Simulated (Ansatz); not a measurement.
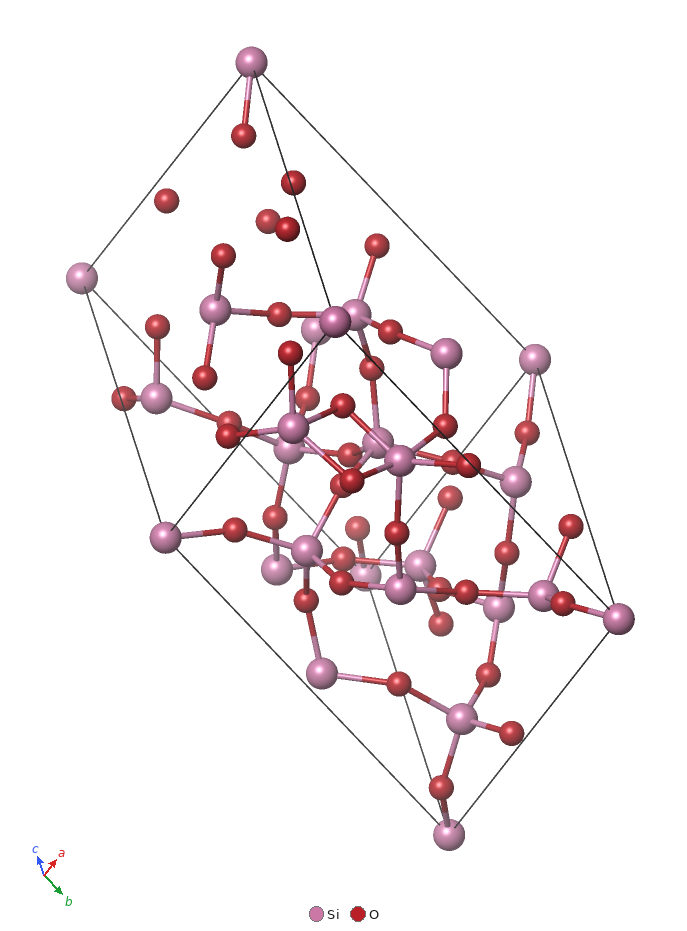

An orthographic ball-and-stick view of the structure, from a general direction. One simulation cell is framed, with atoms on its boundary repeated. Cell: a = 10.103 Å, b = 10.103 Å, c = 10.103 Å, α = 90.72°, β = 119.58°, γ = 119.58°.

Characterise what is shown.

The solid is Si₁₆O₃₃. Symmetry: P1 (translations only). It has 49 atoms to the cell (16 Si, 33 O). Each O atom is coordinated by two Si at about 1.6 to 1.8 Å. The bonds build a three-dimensional framework.

Origin of the cell: a structure listed in the Materials Project, repeated into a supercell with a point defect put in. The atoms were relaxed in a fixed cell with DFT PBE, scalar-relativistic, plane waves, PAW (Ansatz).
